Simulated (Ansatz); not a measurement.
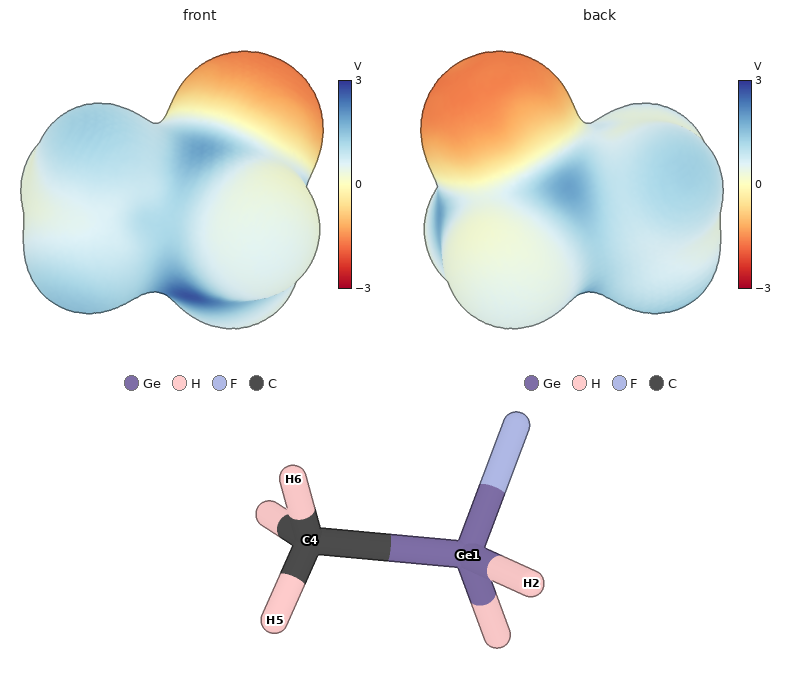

The picture shows: CH₅FGe. The molecular electrostatic potential painted on the density surface at 0.004 e/bohr³, seen from the front and from behind; red is negative and blue positive. The bare structure is drawn below in the same view.

Theory: RKS PBE0-D4/def2-SVP in Ansatz 0.2.0.

```yaml
atoms:
  - { symbol: Ge, position_ang: [-0.0697, -0.0055, 0.0105] }
  - { symbol: H, position_ang: [-0.2167, -0.1769, 1.5331] }
  - { symbol: F, position_ang: [1.6443, 0.1718, -0.2872] }
  - { symbol: C, position_ang: [-0.9284, 1.5967, -0.6567] }
  - { symbol: H, position_ang: [-2.0163, 1.5384, -0.4982] }
  - { symbol: H, position_ang: [-0.5425, 2.4819, -0.1309] }
  - { symbol: H, position_ang: [-0.7349, 1.7109, -1.7331] }
  - { symbol: H, position_ang: [-0.4984, -1.2769, -0.7443] }
```

Which sites attract a positive test charge, and which a negative one?

Answer. A positive charge is drawn to the negative regions and a negative charge to the positive ones. The most negative region (about −1.6 V, or −37 kcal/mol for a unit charge) lies over F3, the most positive (about +2.5 V, or +58 kcal/mol for a unit charge) over Ge1.
